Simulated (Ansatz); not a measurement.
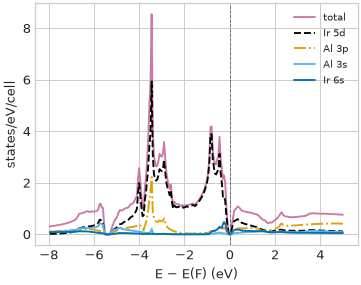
Fig. 1. Total and projected density of states of AlIr (rock salt, Fm-3m), plane-wave PAW r²SCAN (Ansatz code)

Task: Which orbitals carry the states next to the Fermi level?

Result: Within 0.5 eV of the Fermi level: Ir 5d 69 %, Ir 6s 15 %, Al 3p 12 %. Projections are on Löwdin-orthogonalised atomic valence shells; empty p or d shells of many metals are not among them.

Task: Where is the tallest occupied peak in this window, and what makes it?

Result: Near -3.4 eV, about 8.5 states/eV per cell; the largest projected share is Ir 5d.

The start of the workflow was typed in or built on a structure type; neither database checked (COD, Materials Project) lists it. Its standing as an ambient phase is unchecked. Symmetry was held in the r²SCAN relaxation. At this level the phase is mechanically unstable. No spin polarisation was allowed. Scalar-relativistic: spin–orbit coupling is off unless named, which matters more the heavier the elements.

Potentials: the earlier of the program's two PAW sets.
